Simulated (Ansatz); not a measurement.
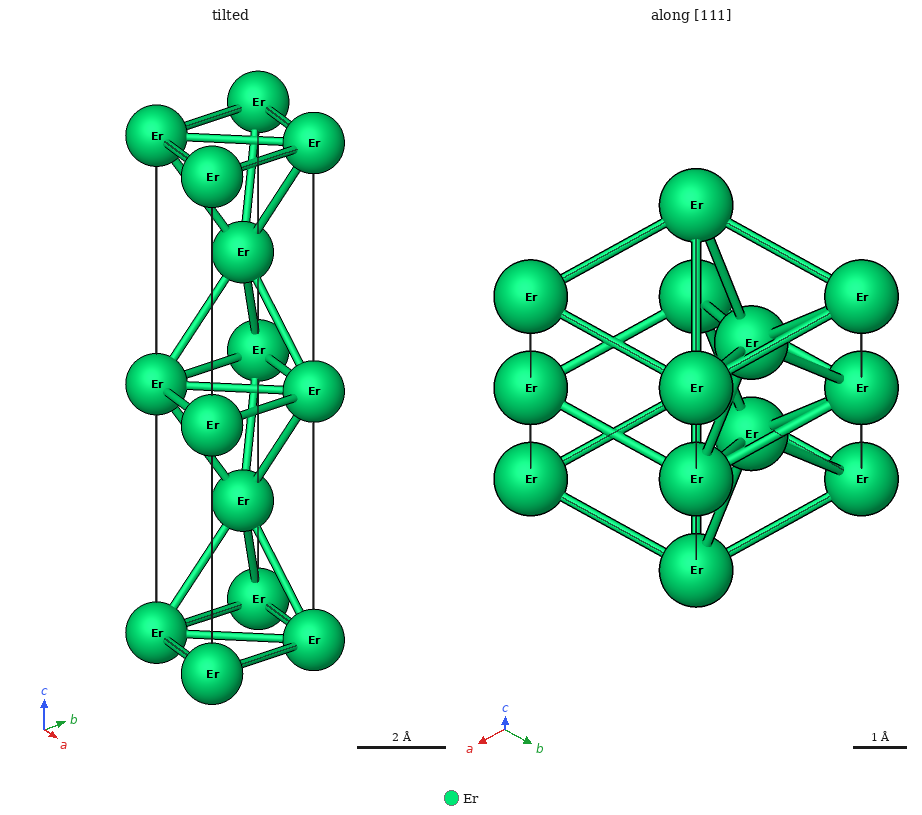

A ball-and-stick rendering, viewed slightly off an axis and along [111]. Lines trace the edges of the unit cell. Cell: a = 3.630 Å, b = 3.630 Å, c = 11.767 Å, α = 90.00°, β = 90.00°, γ = 120.00°.

The element is erbium. Strictly the space group is P-3m1 (No. 164, within 0.01 Å). It is a distorted form of a primitive hexagonal structure, space group P6_3/mmc (No. 194) within 0.25 Å: hexagonal close-packed (Mg type). The cell holds four atoms. Each Er has twelve Er in an anticuboctahedral arrangement at about 3.6 Å. The bonds build a three-dimensional framework.

Provenance: the standard structure of this element. Earlier steps of the study may have refined or changed the cell and positions. It was set up as input for a calculation with Ansatz.
